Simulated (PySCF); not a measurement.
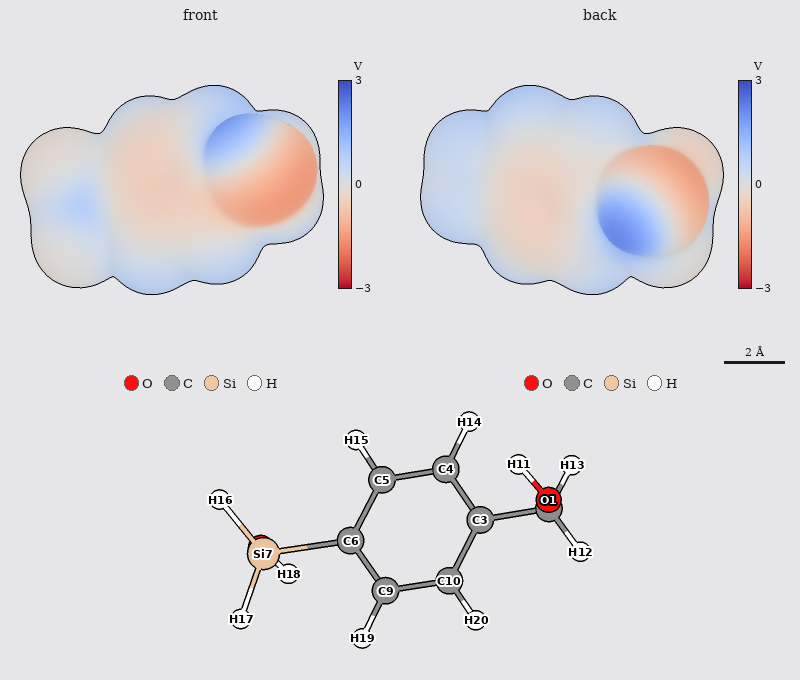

Figure. C$_{7}$H$_{10}$O$_{2}$Si (SMILES OCc1ccc([SiH2]O)cc1). The electrostatic potential painted on the density surface at 0.001 e/bohr³, seen from the front and from behind; the colour scale runs from red (negative) to blue (positive). The bare structure is drawn below in the same view.

Geometry: GFN2-xTB.

Theory: PBE0/pcSseg-1, SCF density, gas phase, non-relativistic in PySCF.

Input

```
{"job": {"kind": "nmr", "xc": "PBE0", "basis": "pcSseg-1"}, "charge": 0, "multiplicity": 1}
O      3.750538    -0.487579    -0.081732
C      2.943661     0.565119     0.410375
C      1.476508     0.312391     0.174757
C      0.653564    -0.127332     1.203542
C     -0.681293    -0.397965     0.964989
C     -1.236841    -0.247506    -0.302398
Si    -3.071620    -0.611362    -0.592604
O     -4.018972     0.418432     0.239943
C     -0.398083     0.183010    -1.326307
C      0.936042     0.460869    -1.096217
H      3.447627    -1.313525     0.311658
H      3.272050     1.455261    -0.132354
H      3.132380     0.717949     1.483394
H      1.061138    -0.252216     2.198134
H     -1.308191    -0.732142     1.780031
H     -3.465254    -1.885740    -0.008550
H     -3.333818    -0.510780    -2.030586
H     -3.936718     1.365013     0.159594
H     -0.799666     0.305123    -2.322606
H      1.571799     0.793658    -1.903977
```

Run with:

```sh
OMP_NUM_THREADS=1 python probes_run.py task.json out
```

### Describe the electrostatic potential map.

The most negative region (about −1.4 V) lies over O1, the most positive (about +2.0 V) over H18. O1 is the likeliest acceptor of a hydrogen bond.
